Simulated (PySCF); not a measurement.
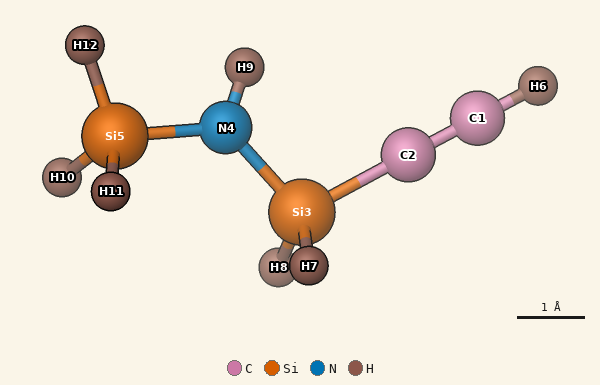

Fig. 1: The structure (ball-and-stick view, seen at a tilt; atoms are numbered from 1 in the order of the input). Bond lengths as drawn: C–C 1.20 Å, C–H 1.05 Å, C–Si 1.85 Å, H–N 1.01 Å, H–Si 1.46 to 1.47 Å and N–Si 1.73 Å.

# C2H7NSi2: a failed or faulty run and its cure

System: C2H7NSi2, SMILES C#C[SiH2]N[SiH3].
Method of run A: GIAO PBE0/pcSseg-1 NMR shielding, non-relativistic, gas phase (PySCF 2.14.0).

The run did not end well. The geometry comes from this level: GFN2-xTB. Text and figures count atoms from 1; the logs count them from 0 in places.

### The input, run A
```
{"job": {"kind": "nmr", "xc": "PBE0", "basis": "pcSseg-1", "pop": false, "scf": {"diis": false, "max_cycle": 79}}, "charge": 0, "multiplicity": 1}
C      3.276714    -0.440355     0.793178
C      2.138871    -0.634419     0.458607
Si     0.392322    -0.939901    -0.076524
N     -0.460070     0.519643     0.314239
Si    -2.148312     0.856959     0.146056
H      4.272223    -0.268625     1.089461
H     -0.195860    -2.048798     0.679832
H      0.383438    -1.212735    -1.521477
H      0.126380     1.321151     0.481424
H     -2.543100     0.898183    -1.267794
H     -2.882455    -0.212280     0.822655
H     -2.358951     2.160493     0.774965
```

The first line tells a small driver script what to run in PySCF; the rest is the geometry in Å.

Command:
```bash
OMP_NUM_THREADS=1 python <driver script> task.json out
```

Hardware: 1 CPU thread, shared host.

### Output, shortened to warnings, some set-up lines, iterations and results (run A)
```
[...]
cycle   1  E = -713.6229837037  dE =  3.067e-01  |g| = 5.188e-01  |ddm| = 3.192e+00
cycle   2  E = -713.5808015476  dE =  4.218e-02  |g| = 6.704e-01  |ddm| = 1.109e+00
cycle   3  E = -713.4602054853  dE =  1.206e-01  |g| = 1.036e+00  |ddm| = 1.297e+00
cycle   4  E = -712.9705022845  dE =  4.897e-01  |g| = 1.665e+00  |ddm| = 2.632e+00
cycle   5  E = -711.8584702253  dE =  1.112e+00  |g| = 2.862e+00  |ddm| = 3.450e+00
[... 69 lines ...]
cycle  75  E = -344.5239565773  dE =  8.024e+01  |g| = 2.648e+01  |ddm| = 7.354e+01
cycle  76  E = -424.7639424225  dE = -8.024e+01  |g| = 2.603e+01  |ddm| = 7.354e+01
cycle  77  E = -344.5239565773  dE =  8.024e+01  |g| = 2.648e+01  |ddm| = 7.354e+01
cycle  78  E = -424.7639424225  dE = -8.024e+01  |g| = 2.603e+01  |ddm| = 7.354e+01
cycle  79  E = -344.5239565773  dE =  8.024e+01  |g| = 2.648e+01  |ddm| = 7.354e+01
SCF not converged, last energy = -344.5239565773
```

### What should be changed in this input?

Some settings of this run were drawn to be unusual or wrong. The run did not converge. At least one of its steps failed, so the values that rest on that step are not results.

A run of the same system that converges differs from this input as follows (lines with − go, lines with + come):
```diff
-"pop": false
-"scf": {"diis": false
-"max_cycle": 79}
```

### Output (run B)
```
coarse grid: 10824 points
cycle   1  E = -713.5945127777  dE =  3.085e-01  |g| = 5.249e-01  |ddm| = 3.192e+00
cycle   2  E = -713.5500388345  dE =  4.447e-02  |g| = 6.829e-01  |ddm| = 1.123e+00
cycle   3  E = -713.6531440761  dE = -1.031e-01  |g| = 1.161e-01  |ddm| = 6.845e-01
cycle   4  E = -713.6559264885  dE = -2.782e-03  |g| = 4.738e-02  |ddm| = 1.170e-01
cycle   5  E = -713.6563947038  dE = -4.682e-04  |g| = 2.212e-02  |ddm| = 4.435e-02
cycle   6  E = -713.6565135039  dE = -1.188e-04  |g| = 2.350e-03  |ddm| = 1.752e-02
cycle   7  E = -713.6565150160  dE = -1.512e-06  |g| = 2.854e-04  |ddm| = 2.888e-03
final grid: 94864 points
cycle   8  E = -713.6836147183  dE = -1.457e-05  |g| = 5.321e-03  |ddm| = 2.138e-02
cycle   9  E = -713.6836093406  dE =  5.378e-06  |g| = 7.369e-03  |ddm| = 1.103e-02
cycle  10  E = -713.6836209878  dE = -1.165e-05  |g| = 7.342e-04  |ddm| = 6.312e-03
cycle  11  E = -713.6836211084  dE = -1.205e-07  |g| = 2.280e-04  |ddm| = 8.237e-04
cycle  12  E = -713.6836211164  dE = -8.032e-09  |g| = 1.482e-04  |ddm| = 2.389e-04
cycle  13  E = -713.6836211219  dE = -5.539e-09  |g| = 1.685e-05  |ddm| = 1.031e-04
cycle  14  E = -713.6836211220  dE = -6.082e-11  |g| = 3.006e-06  |ddm| = 1.866e-05
converged SCF energy = -713.6836211220

GIAO shielding tensors (ppm)
atom      isotropic    diamagn.    paramagn.     s11        s22        s33       span
  0 C       84.207     260.392    -176.185     -1.571      3.793    250.399    251.970
  1 C       98.701     259.344    -160.643     -2.546      9.264    289.385    291.930
  2 Si     405.879     879.929    -474.050    362.798    398.452    456.386     93.588
  3 N      269.443     325.735     -56.292    237.887    270.602    299.841     61.954
  4 Si     406.361     879.064    -472.703    360.713    389.457    468.914    108.200
  5 H       29.793      32.946      -3.153     24.794     24.851     39.734     14.940
  6 H       26.675      28.717      -2.041     23.474     25.041     31.511      8.037
  7 H       26.603      28.836      -2.232     23.078     24.943     31.789      8.711
  8 H       31.950      33.818      -1.868     22.269     30.280     43.300     21.031
  9 H       26.929      28.590      -1.661     23.097     25.191     32.499      9.402
 10 H       27.001      28.696      -1.695     23.428     25.568     32.006      8.578
 11 H       26.984      28.433      -1.449     23.546     25.296     32.111      8.565
```

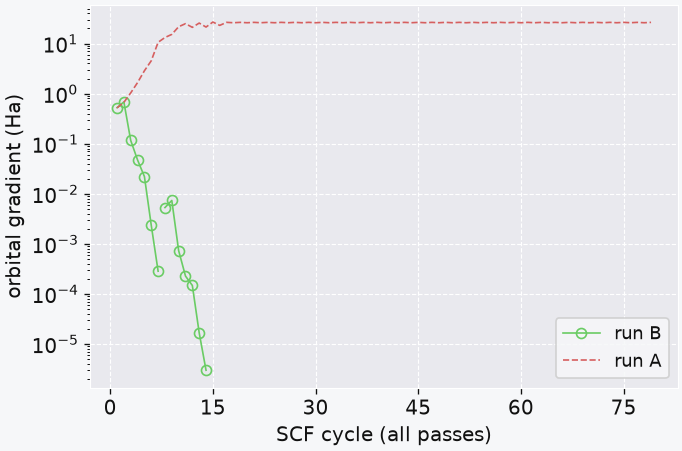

Fig. 2: Convergence of the two runs: orbital gradient against the SCF cycle. A break in a curve parts two SCF passes (coarse and final grid). Run B takes 14 cycles in all, and run A stops after 79.

### The two runs side by side

| quantity | run A | run B |
| --- | --- | --- |
| outcome | not converged | converged |
| total energy (hartree) | – | −713.683621 |
| HOMO (eV) | – | −7.44 |
| LUMO (eV) | – | −0.32 |
| dipole moment (D) | – | 0.96 |
| shielding of C1 (ppm) | – | 84.2 |
| shielding of C2 (ppm) | – | 98.7 |
| shielding of Si3 (ppm) | – | 405.9 |
| shielding of N4 (ppm) | – | 269.4 |
| shielding of Si5 (ppm) | – | 406.4 |
| shielding of H6 (ppm) | – | 29.8 |
| shielding of H7 (ppm) | – | 26.7 |
| SCF iterations | – | 14 |
| basis functions | – | 134 |
| wall time (shared host) | 15 s | 9.1 s |
